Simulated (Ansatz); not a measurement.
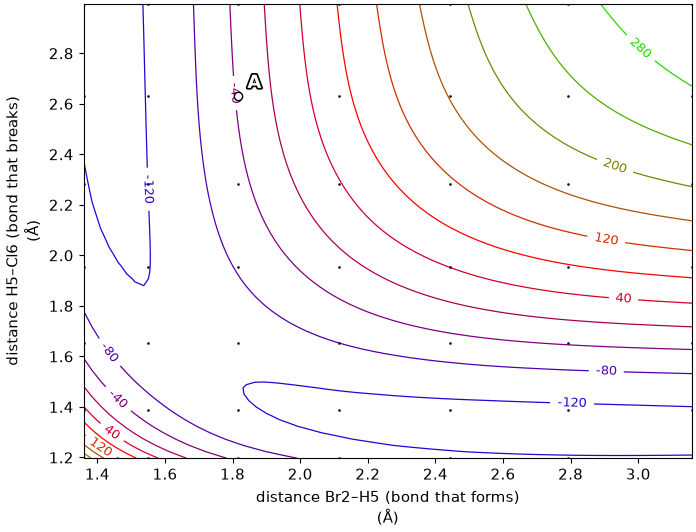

The reacting system AlBrClF₂H. Coordinates scanned: (1) distance Br2–H5 (bond that forms); (2) distance H5–Cl6 (bond that breaks). Relaxed at each point: all other coordinates. Grid: 7 × 7 points. Points are written as (first, second). Energies are in kJ/mol, from a guessed transition structure relaxed with its forming and breaking bonds held. The reference is spin-restricted, so regions where a bond is pulled apart into radicals lie too high. Level of theory: RKS PBE0-D4/def2-SVP in Ansatz 0.2.0.

In the figure: contour lines labelled in kJ/mol, dots at the grid points, the point A. Between grid points the surface is interpolated.

### Which way does the force act at A, and how strong is it?

A, at (1.815 Å, 2.630 Å), is not a stationary point. The computed force is 360 kJ/mol for each Å towards smaller values of the first coordinate and 26 kJ/mol for each Å towards smaller values of the second coordinate.
